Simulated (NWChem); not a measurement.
# One shape, several levels: [SiH3]− (SMILES [SiH3-])

Aim: a comparison of 6 runs (B3LYP/pcseg-2, B3LYP/STO-3G, B3LYP/6-31G*, B3LYP/cc-pVDZ, PBE0/def2-SVP) of [SiH3]−. 

The results are computed with NWChem 7.3.0.

### Step 1. The molecule

[SiH3]−: 4 atoms, total charge -1, spin state singlet. As SMILES, `[SiH3-]`. The coordinates come from a PBE0-D4/def2-TZVPD relaxation.

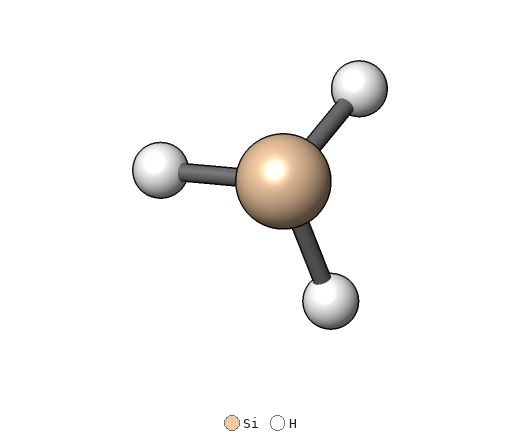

Viewed from a chosen angle; silicon light orange, hydrogen white.

### Step 2. Energy and gradient at B3LYP/pcseg-2 (run 1)

The input, test.nw:

```
start test
title "H3Si gradient"
memory stack 880 mb heap 220 mb global 1100 mb
charge -1

geometry noautosym nocenter noautoz
Si       0.539700      -0.050700      -0.300900
H        0.426600       0.622300       1.085900
H       -0.298500      -1.283700       0.106800
H       -0.667800       0.712200      -0.891800
end

basis "ao basis" spherical bse
* library pcseg-2
end

dft
xc b3lyp
grid xfine
convergence energy 1e-08
maxiter 100
mulliken
print low
end

task dft gradient
```

Launch:

```console
$ nwchem test.nw > test.out
```

The log of the run:

```text
[...]
 d= 0,ls=0.0,diis     1   -291.1197929024 -3.06D+02  2.49D-02  2.36D+00     1.2
[...]
 d= 0,ls=0.0,diis     8   -291.3185598103 -2.97D-10  3.31D-07  3.43D-10     7.8
         Total DFT energy =     -291.318559810308
      One electron energy =     -437.273264576687
           Coulomb energy =      153.057762698625
    Exchange-Corr. energy =      -22.184042706317
 Nuclear repulsion energy =       15.080984774071
[...]
      Total Density - Mulliken Population Analysis
     ---------------------------------------------
    Atom       Charge   Shell Charges
 -----------   ------   -------------------------------------------------------
    1 Si  14    14.18   2.01  0.46  1.52  0.87  0.65  5.90  0.60  1.26  0.82  0.01  0.09  0.01
    2 H    1     1.27   0.40  0.57  0.28  0.00  0.02  0.00
    3 H    1     1.27   0.40  0.57  0.28  0.00  0.02  0.00
    4 H    1     1.27   0.40  0.57  0.28  0.00  0.02  0.00
[...]
                         DFT ENERGY GRADIENTS
    atom               coordinates                        gradient
                 x          y          z           x          y          z
   1 Si      1.019885  -0.095809  -0.568619    0.001439  -0.000136  -0.000780
   2 H       0.806157   1.175976   2.052053   -0.000448   0.000069   0.000299
   3 H      -0.564083  -2.425841   0.201823   -0.000483  -0.000014   0.000264
   4 H      -1.261959   1.345863  -1.685258   -0.000508   0.000081   0.000218
 Task  times  cpu:        9.6s     wall:        9.6s
 Total times  cpu:        9.7s     wall:        9.7s
```

Run time: 10 s. Hardware: 1 thread of Intel Xeon 6975P-C (Granite Rapids), shared host; peak memory 0.14 GiB.

### Step 3. Energy and forces at B3LYP/STO-3G (run 2)

The input, run.py:

```python
from ase import Atoms
from ase.calculators.nwchem import NWChem

molecule = Atoms('SiHHH', positions=[
    [0.539700, -0.050700, -0.300900],
    [0.426600, 0.622300, 1.085900],
    [-0.298500, -1.283700, 0.106800],
    [-0.667800, 0.712200, -0.891800],
])

calc = NWChem(
    label='h3si',
    theory='dft',
    memory='2200 mb',
    basis='STO-3G',
    basispar='spherical bse',
    charge=-1,
    dft={'xc': 'b3lyp', 'mult': '1', 'grid': 'xfine', 'convergence': 'energy 1e-08', 'iterations': '100', 'mulliken': None},
)
molecule.calc = calc

forces = molecule.get_forces()
print("Total energy (eV):", round(molecule.get_potential_energy(), 6))
print("forces (eV/A):")
for s, f in zip(molecule.symbols, forces):
    print(f"{s:2s} {f[0]:10.5f} {f[1]:10.5f} {f[2]:10.5f}")
print("dipole (e A):", molecule.get_dipole_moment().round(4))
```

Launch:

```console
$ export ASE_NWCHEM_COMMAND="nwchem PREFIX.nwi > PREFIX.nwo"
$ python run.py
```

The log of the run:

```text
Total energy (eV): -7829.48605
forces (eV/A):
Si   -0.12187    0.01157    0.06633
H    -0.32771   -0.37096   -0.61974
H     0.11246    0.78537   -0.02623
H     0.33712   -0.42598    0.57963
dipole (e A): [-0.3026  0.0284  0.1688]
```

The calculator wrote h3si.nwi:

```
title "h3si"

permanent_dir h3si

scratch_dir h3si

start h3si

geometry units angstrom nocenter noautosym noautoz
  Si 5.3969999999999996e-01 -5.0700000000000002e-02 -3.0090000000000000e-01
  H  4.2659999999999998e-01 6.2229999999999996e-01 1.0859000000000001e+00
  H  -2.9849999999999999e-01 -1.2837000000000001e+00 1.0680000000000001e-01
  H  -6.6779999999999995e-01 7.1220000000000006e-01 -8.9180000000000004e-01
end

charge -1

memory 2200 mb

basis spherical bse noprint
   * library STO-3G
end

dft
  xc b3lyp
  mult 1
  grid xfine
  convergence energy 1e-08
  iterations 100
  mulliken
end

task dft gradient
```

h3si.nwo:

```text
Northwest Computational Chemistry Package (NWChem) 7.3.0
             --------------------------------------------------------

           Job information
           ---------------

    nwchem branch   = 7.3.0
    use scalapack   = T
    input           = h3si.nwi
    prefix          = h3si.
    data base       = h3si/h3si.db
    status          = startup
    nproc           =        1

           Memory information
           ------------------

    heap     =     72089594 doubles =      550.0 Mbytes
    stack    =     72089599 doubles =      550.0 Mbytes
    global   =    144179200 doubles =     1100.0 Mbytes (distinct from heap & stack)
    total    =    288358393 doubles =     2200.0 Mbytes
    verify   = yes
    hardfail = no

[... 90 lines left out ...]
  convergence criterion.
[... 39 lines left out ...]
          Spatial weights used:  Erf1
[... 75 lines left out ...]
         Total DFT energy =     -287.728307656511
[... 3 lines left out ...]
 Nuclear repulsion energy =       15.080984774071
[... 168 lines left out ...]
          Convergence on gradient requested:  5.00D-04
[... 26 lines left out ...]
          total energy or number of iterations.
[... 26 lines left out ...]
                         DFT ENERGY GRADIENTS

    atom               coordinates                        gradient
                 x          y          z           x          y          z
   1 Si      1.019885  -0.095809  -0.568619    0.002370  -0.000225  -0.001290
   2 H       0.806157   1.175976   2.052053    0.006373   0.007214   0.012052
   3 H      -0.564083  -2.425841   0.201823   -0.002187  -0.015273   0.000510
   4 H      -1.261959   1.345863  -1.685258   -0.006556   0.008284  -0.011272

                 ----------------------------------------
                 |  Time  |  1-e(secs)   |  2-e(secs)   |
                 ----------------------------------------
                 |  CPU   |       0.00   |       0.01   |
                 ----------------------------------------
                 |  WALL  |       0.00   |       0.01   |
                 ----------------------------------------

 Task  times  cpu:        1.0s     wall:        1.0s
 Total times  cpu:        1.1s     wall:        1.1s
```

Run time: 1.9 s. Hardware: 1 thread of Intel Xeon 6975P-C (Granite Rapids), shared host; peak memory 0.12 GiB.

Run 3 isn't shown in full; the table further down has it.

### Step 4. Energy and gradient at B3LYP/6-31G(d) (Cartesian functions) (run 4)

The input, struct.xyz:

```xyz
4
H3Si B3LYP
Si     0.539700    -0.050700    -0.300900
H      0.426600     0.622300     1.085900
H     -0.298500    -1.283700     0.106800
H     -0.667800     0.712200    -0.891800
```

The input, run.py:

```python
from ase.io import read
from ase.calculators.nwchem import NWChem

molecule = read('struct.xyz')

calc = NWChem(
    label='struct',
    theory='dft',
    memory='2200 mb',
    basis='6-31G*',
    charge=-1,
    dft={'xc': 'b3lyp', 'mult': '1', 'grid': 'xfine', 'convergence': 'energy 1e-08', 'iterations': '100', 'mulliken': None},
)
molecule.calc = calc

forces = molecule.get_forces()
e = molecule.get_potential_energy()
print(f"E = {e:.6f} eV")
print("forces (eV/A):")
for s, f in zip(molecule.symbols, forces):
    print(f"{s:2s} {f[0]:10.5f} {f[1]:10.5f} {f[2]:10.5f}")
print("dipole (e A):", molecule.get_dipole_moment().round(4))
```

Launch:

```console
$ export ASE_NWCHEM_COMMAND="nwchem PREFIX.nwi > PREFIX.nwo"
$ python run.py
```

The log of the run:

```text
E = -7925.909287 eV
forces (eV/A):
Si    0.16260   -0.01522   -0.09189
H    -0.03106    0.02864    0.06896
H    -0.05888   -0.04505    0.03070
H    -0.07266    0.03168   -0.00776
dipole (e A): [-0.5361  0.0504  0.2989]
```

The calculator wrote struct.nwi:

```
title "struct"

permanent_dir struct

scratch_dir struct

start struct

geometry units angstrom nocenter noautosym noautoz
  Si 5.3969999999999996e-01 -5.0700000000000002e-02 -3.0090000000000000e-01
  H  4.2659999999999998e-01 6.2229999999999996e-01 1.0859000000000001e+00
  H  -2.9849999999999999e-01 -1.2837000000000001e+00 1.0680000000000001e-01
  H  -6.6779999999999995e-01 7.1220000000000006e-01 -8.9180000000000004e-01
end

charge -1

memory 2200 mb

basis noprint
   * library 6-31G*
end

dft
  xc b3lyp
  mult 1
  grid xfine
  convergence energy 1e-08
  iterations 100
  mulliken
end

task dft gradient
```

struct.nwo:

```text
Northwest Computational Chemistry Package (NWChem) 7.3.0
             --------------------------------------------------------

           Job information
           ---------------

    nwchem branch   = 7.3.0
    use scalapack   = T
    input           = struct.nwi
    prefix          = struct.
    data base       = struct/struct.db
    status          = startup
    nproc           =        1

           Memory information
           ------------------

    heap     =     72089594 doubles =      550.0 Mbytes
    stack    =     72089599 doubles =      550.0 Mbytes
    global   =    144179200 doubles =     1100.0 Mbytes (distinct from heap & stack)
    total    =    288358393 doubles =     2200.0 Mbytes
    verify   = yes
    hardfail = no

[... 90 lines left out ...]
  convergence criterion.
[... 39 lines left out ...]
          Spatial weights used:  Erf1
[... 71 lines left out ...]
         Total DFT energy =     -291.271796291645
[... 3 lines left out ...]
 Nuclear repulsion energy =       15.080984774071
[... 244 lines left out ...]
          Convergence on gradient requested:  5.00D-04
[... 26 lines left out ...]
          total energy or number of iterations.
[... 26 lines left out ...]
                         DFT ENERGY GRADIENTS

    atom               coordinates                        gradient
                 x          y          z           x          y          z
   1 Si      1.019885  -0.095809  -0.568619   -0.003162   0.000296   0.001787
   2 H       0.806157   1.175976   2.052053    0.000604  -0.000557  -0.001341
   3 H      -0.564083  -2.425841   0.201823    0.001145   0.000876  -0.000597
   4 H      -1.261959   1.345863  -1.685258    0.001413  -0.000616   0.000151

                 ----------------------------------------
                 |  Time  |  1-e(secs)   |  2-e(secs)   |
                 ----------------------------------------
                 |  CPU   |       0.00   |       0.06   |
                 ----------------------------------------
                 |  WALL  |       0.00   |       0.06   |
                 ----------------------------------------

 Task  times  cpu:        2.5s     wall:        2.5s
 Total times  cpu:        2.5s     wall:        2.5s
```

Wall time 3.6 s (1 thread of Intel Xeon 6975P-C (Granite Rapids), shared host); peak memory 0.12 GiB.

Run 5 isn't shown in full; the table further down has it.

### Step 5. Energy and gradient at PBE0/def2-SVP (run 6)

The input, h3si.xyz:

```xyz
4

Si     0.539700    -0.050700    -0.300900
H      0.426600     0.622300     1.085900
H     -0.298500    -1.283700     0.106800
H     -0.667800     0.712200    -0.891800
```

The input, run.py:

```python
from ase.io import read
from ase.calculators.nwchem import NWChem

mol = read('h3si.xyz')

calc = NWChem(
    label='h3si',
    theory='dft',
    memory='2200 mb',
    basis='def2-SVP',
    basispar='spherical bse',
    charge=-1,
    dft={'xc': 'pbe0', 'mult': '1', 'grid': 'xfine', 'convergence': 'energy 1e-08', 'iterations': '100', 'mulliken': None},
)
mol.calc = calc

forces = mol.get_forces()
e = mol.get_potential_energy()
print(f"E = {e:.6f} eV")
print("forces (eV/A):")
for s, f in zip(mol.symbols, forces):
    print(f"{s:2s} {f[0]:10.5f} {f[1]:10.5f} {f[2]:10.5f}")
print("dipole (e A):", mol.get_dipole_moment().round(4))
```

Launch:

```console
$ export ASE_NWCHEM_COMMAND="nwchem PREFIX.nwi > PREFIX.nwo"
$ python run.py
```

The log of the run:

```text
E = -7919.700017 eV
forces (eV/A):
Si    0.36772   -0.03450   -0.20631
H    -0.07297    0.06145    0.15010
H    -0.13246   -0.09534    0.06911
H    -0.16229    0.06839   -0.01291
dipole (e A): [-0.4971  0.0467  0.2772]
```

The calculator wrote h3si.nwi:

```
title "h3si"

permanent_dir h3si

scratch_dir h3si

start h3si

geometry units angstrom nocenter noautosym noautoz
  Si 5.3969999999999996e-01 -5.0700000000000002e-02 -3.0090000000000000e-01
  H  4.2659999999999998e-01 6.2229999999999996e-01 1.0859000000000001e+00
  H  -2.9849999999999999e-01 -1.2837000000000001e+00 1.0680000000000001e-01
  H  -6.6779999999999995e-01 7.1220000000000006e-01 -8.9180000000000004e-01
end

charge -1

memory 2200 mb

basis spherical bse noprint
   * library def2-SVP
end

dft
  xc pbe0
  mult 1
  grid xfine
  convergence energy 1e-08
  iterations 100
  mulliken
end

task dft gradient
```

h3si.nwo:

```text
Northwest Computational Chemistry Package (NWChem) 7.3.0
             --------------------------------------------------------

           Job information
           ---------------

    nwchem branch   = 7.3.0
    use scalapack   = T
    input           = h3si.nwi
    prefix          = h3si.
    data base       = h3si/h3si.db
    status          = startup
    nproc           =        1

           Memory information
           ------------------

    heap     =     72089594 doubles =      550.0 Mbytes
    stack    =     72089599 doubles =      550.0 Mbytes
    global   =    144179200 doubles =     1100.0 Mbytes (distinct from heap & stack)
    total    =    288358393 doubles =     2200.0 Mbytes
    verify   = yes
    hardfail = no

[... 90 lines left out ...]
  convergence criterion.
[... 38 lines left out ...]
          Spatial weights used:  Erf1
[... 78 lines left out ...]
         Total DFT energy =     -291.043609814437
[... 3 lines left out ...]
 Nuclear repulsion energy =       15.080984774071
[... 304 lines left out ...]
          Convergence on gradient requested:  5.00D-04
[... 25 lines left out ...]
          total energy or number of iterations.
[... 26 lines left out ...]
                         DFT ENERGY GRADIENTS

    atom               coordinates                        gradient
                 x          y          z           x          y          z
   1 Si      1.019885  -0.095809  -0.568619   -0.007151   0.000671   0.004012
   2 H       0.806157   1.175976   2.052053    0.001419  -0.001195  -0.002919
   3 H      -0.564083  -2.425841   0.201823    0.002576   0.001854  -0.001344
   4 H      -1.261959   1.345863  -1.685258    0.003156  -0.001330   0.000251

                 ----------------------------------------
                 |  Time  |  1-e(secs)   |  2-e(secs)   |
                 ----------------------------------------
                 |  CPU   |       0.00   |       0.06   |
                 ----------------------------------------
                 |  WALL  |       0.00   |       0.06   |
                 ----------------------------------------

 Task  times  cpu:        2.7s     wall:        2.7s
 Total times  cpu:        2.8s     wall:        2.8s
```

Run time: 3.9 s. Hardware: 1 thread of Intel Xeon 6975P-C (Granite Rapids), shared host; peak memory 0.12 GiB.

### Step 6. Overview of the runs

| run | level | Cartesian functions | energy (Eh) | largest force (eV/Å) | wall time |
| --- | --- | --- | --- | --- | --- |
| 1 | B3LYP/pcseg-2 | no | -291.318560 | 0.084 | 10 s |
| 2 | B3LYP/STO-3G | no | -287.728308 | 0.794 | 1.9 s |
| 3 | B3LYP/6-31G* (spherical functions) | no | -291.270068 | 0.186 | 3.3 s |
| 4 | B3LYP/6-31G* (Cartesian functions) | yes | -291.271796 | 0.187 | 3.6 s |
| 5 | B3LYP/cc-pVDZ | no | -291.287366 | 0.454 | 5.7 s |
| 6 | PBE0/def2-SVP | no | -291.043610 | 0.423 | 3.9 s |

### Step 7. Summary of results

| quantity | value |
| --- | --- |
| run 6: total energy | -291.04361 Eh |
| run 6: HOMO energy | 0.75 eV |
| run 6: LUMO energy | 7.41 eV |
| run 6: HOMO–LUMO gap (to an unbound level, set by the basis) | 6.66 eV |
| run 6: largest force on an atom | 0.423 eV/Å |

Over runs 2, 3, 4, 5, 6 the HOMO–LUMO gap runs from 6.16 eV (B3LYP/6-31G*) to 10.71 eV (B3LYP/STO-3G). The empty levels of an anion lie above zero and hang on the basis. Totals of different functionals can't be ranked against each other. In runs 2, 3, 4, 5, 6 the HOMO lies above zero, so the outermost electron may be held by the basis alone. In run 2 the basis is minimal, so the values are rough. All runs together took 29 s, the longest 10 s.
